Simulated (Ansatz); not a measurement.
Convergence test for CsMg6Mn (Amm2, 8 atoms in the cell)

```
CELL_PARAMETERS angstrom
      5.35716     0.00000     0.00000
      0.00000     3.41107     5.85327
      0.00000    -3.41107     5.85327
ATOMIC_POSITIONS crystal
  Cs 0.50000 0.33417 0.33417
  Mg 0.50000 0.32818 0.83484
  Mg 0.50000 0.83484 0.32818
  Mg 0.00000 0.14054 0.69960
  Mg 0.00000 0.69960 0.14054
  Mg 0.00000 0.67144 0.67144
  Mg 0.00000 0.15134 0.15134
  Mn 0.50000 0.83991 0.83991
```
Moments meant for the start (each program seeds them in its own way; μB, in the order of the atoms Cs Mg Mg Mg Mg Mg Mg Mn): 0.0 0.0 0.0 0.0 0.0 0.0 0.0 4.0.

Level of theory: LDA (PW92), default PAW files made with PBE (plane waves; Ansatz, a first-principles code).

The starting cell comes from a database of computed structures (which also holds hypothetical and non-ambient phases and stackings), without a prior relaxation at this level. With one magnetic atom in the cell only a parallel order is possible. Ansatz's pressure includes its estimate of the finite-basis (Pulay) stress.

Held fixed: basis.ecutwfc = 420 eV; hamiltonian.xc = lda; hamiltonian.pseudopotentials = {kind: paw} (the program's default PAW files); magnetization.spin_polarized = true; scf.occupations.method = cold; scf.occupations.width = 0.1 eV.

ΔF is the free energy per atom less that of the last row (12 11 11).

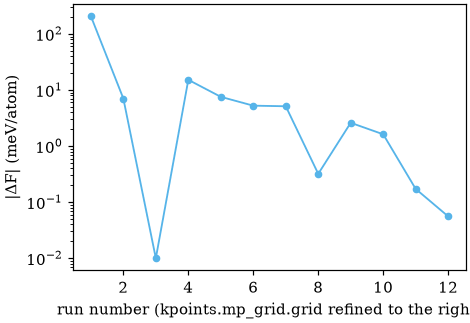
Size of the energy error against the last run of the series; values under 0.01 meV/atom are drawn at 0.01.

```
kpoints.mp_grid.grid  ΔF (meV/atom)  pressure (GPa)  largest force (eV/Å)  size of the net moment (μB/atom)  k-points  iterations
--------------------  -------------  --------------  --------------------  --------------------------------  --------  ----------
1 1 1                         207.6           -1.64                 0.184                              0.75         1          17
2 2 2                           7.1           -1.43                 0.230                              0.54         6          14
3 2 2                          0.01           -1.87                 0.217                              0.48         6          16
3 3 3                          15.2           -2.31                 0.175                              0.47         8          14
4 3 3                           7.6           -2.18                 0.157                              0.49        12          14
4 4 4                           5.3           -2.10                 0.124                              0.48        21          15
5 4 4                           5.1           -2.05                 0.125                              0.48        21          14
5 5 5                         -0.32           -1.90                 0.121                              0.52        27          14
6 6 6                          -2.6           -2.00                 0.119                              0.51        52          14
7 6 6                         -1.62           -1.99                 0.118                              0.52        52          13
8 8 8                         -0.17           -2.02                 0.123                              0.50       105          13
10 9 9                        -0.06           -2.00                 0.122                              0.50       150          14
12 11 11                       0.00           -2.02                 0.122                              0.50       252          15
```

Pressure within 0.5 GPa of the last row: from kpoints.mp_grid.grid = 3 2 2 on; the one before it is off by 0.58 GPa. The value it settles on is -2.0 GPa at this level of theory and with the other settings as held.

Size of the net moment within 0.05 μB/atom of the last row: from kpoints.mp_grid.grid = 2 2 2 on; the one before it is off by 0.25 μB/atom. The value it settles on is 0.5 μB/atom at this level of theory and with the other settings as held.

Left out of this page: 1 run of the series stopped by limits of time or memory.

Keys are those of Ansatz 0.2.
